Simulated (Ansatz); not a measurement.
**C3H6OSSi: density, localisation and related maps**

Input file:

```
crystal:
  periodic: [false, false, false]
  atoms:
    - { symbol: C, position_ang: [-2.1486, 0.3851, -0.1252] }
    - { symbol: C, position_ang: [-1.0313, -0.1309, -0.2238] }
    - { symbol: C, position_ang: [0.0994, -0.7066, -0.3216] }
    - { symbol: O, position_ang: [0.2118, -2.0746, -0.4131] }
    - { symbol: Si, position_ang: [1.6829, 0.2537, -0.2903] }
    - { symbol: S, position_ang: [2.0822, 0.8433, 1.7597] }
    - { symbol: H, position_ang: [-2.6769, 0.5134, 0.8223] }
    - { symbol: H, position_ang: [-2.6482, 0.8465, -1.0251] }
    - { symbol: H, position_ang: [-0.7807, -2.3823, -0.3391] }
    - { symbol: H, position_ang: [1.549, 1.511, -1.0441] }
    - { symbol: H, position_ang: [2.8304, -0.5116, -0.766] }
    - { symbol: H, position_ang: [0.9069, 1.3977, 2.0004] }
basis:
  gaussian:
    orbitals: "6-31G*"
hamiltonian:
  xc: cam_b3lyp
output:
  orbitals: {}
```

Launched as:

```sh
python c3h6ossi_energy.py
```

Computed with SCF cam_b3lyp, Gaussian basis in Ansatz.

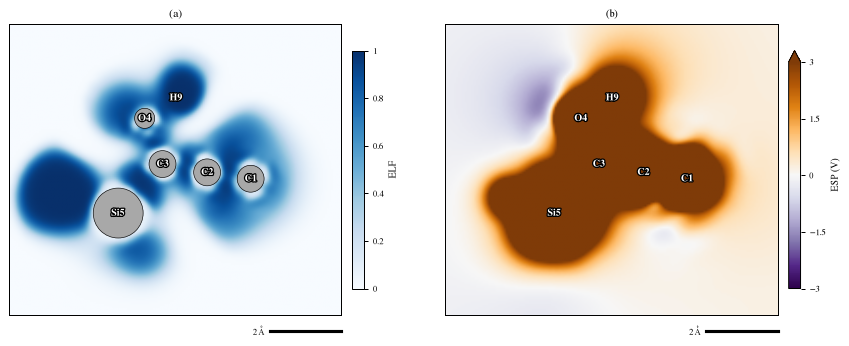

Figure 1. (a) ELF; (b) electrostatic potential on the plane of atoms O4, C3 and Si5. Grey discs cover the atomic cores in the ELF map.

> Describe what can be read from this map.

Atoms in the plane: C, O, Si and H.
C–C (1.23 Å): the ELF peaks at about 0.90 between the atoms (a short, multiple covalent bond).
C–O (1.38 Å): the ELF peaks at about 0.90 between the atoms, as expected for a shared but strongly polarised pair.
C–Si (1.85 Å): the ELF peaks at about 1 between the atoms: localised, covalent bonding.
O–H (1.04 Å): the ELF climbs to about 1 towards the hydrogen, as it does in any bond to H: a covalent bond by its length.
The ELF also peaks beside O4, away from the bonds: lone-pair regions.
Outside the dense part of the molecule the potential is most negative (−1.6 V) near O4.

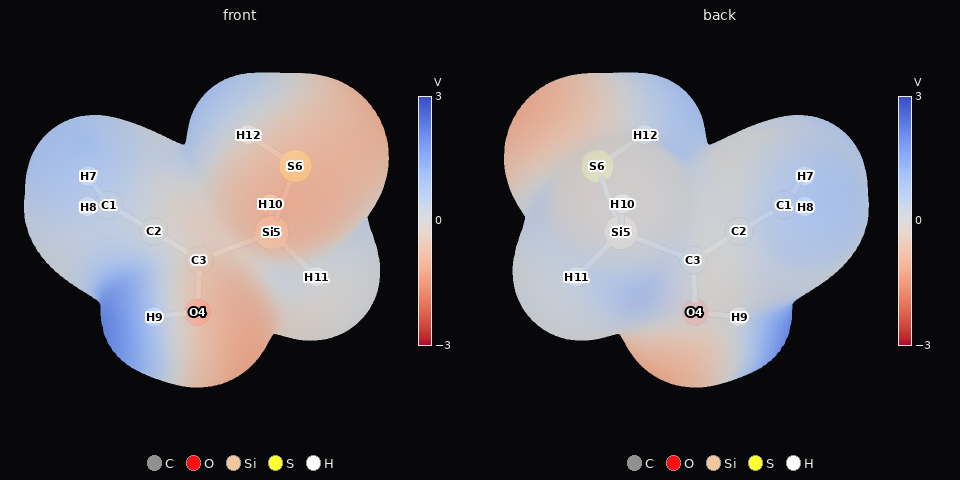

Figure 2. The electrostatic potential painted on the density surface at 0.001 e/bohr³, seen from the front and from behind; red is negative and blue positive.

> Which sites attract a positive test charge, and which a negative one?

A positive charge is drawn to the negative regions and a negative charge to the positive ones. The most negative region (about −1.1 V) lies over O4 and S6, the most positive (about +2.0 V) over H9.

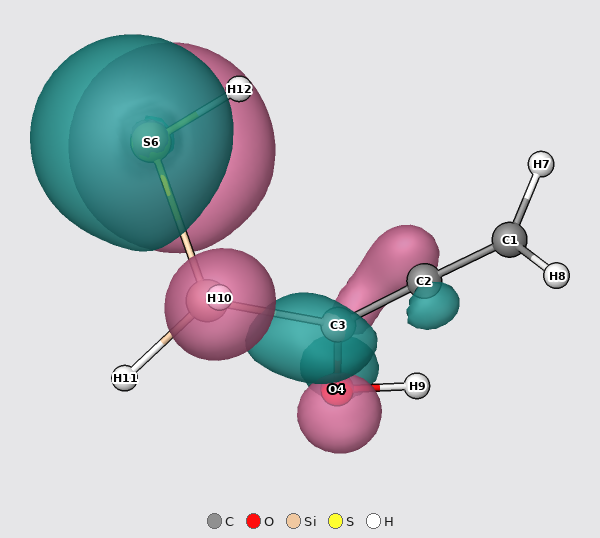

Figure 3. The HOMO−1 at ±0.1 Å⁻³ᐟ² (teal and pink are the two phases), seen at an oblique angle.

> Where does this orbital lie, and at what energy?

It lies mainly on S6 (about 75 %); largely a lone pair of S6. Its energy is −8.44 eV.

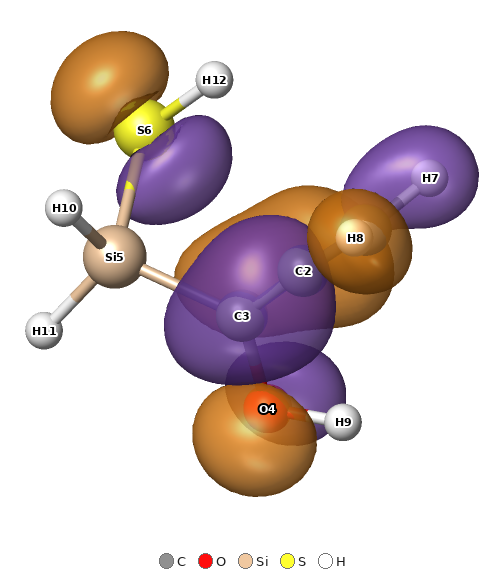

Figure 4. The HOMO at ±0.1 Å⁻³ᐟ² (orange and purple are the two phases), seen at an oblique angle.

> Describe this orbital and give its energy.

Its weight (Hirshfeld) is mainly on C2 (about 25 %), O4 (about 20 %), C3 (about 20 %), S6 (about 10 %) and C1 (about 5 %). Its energy is −7.87 eV.
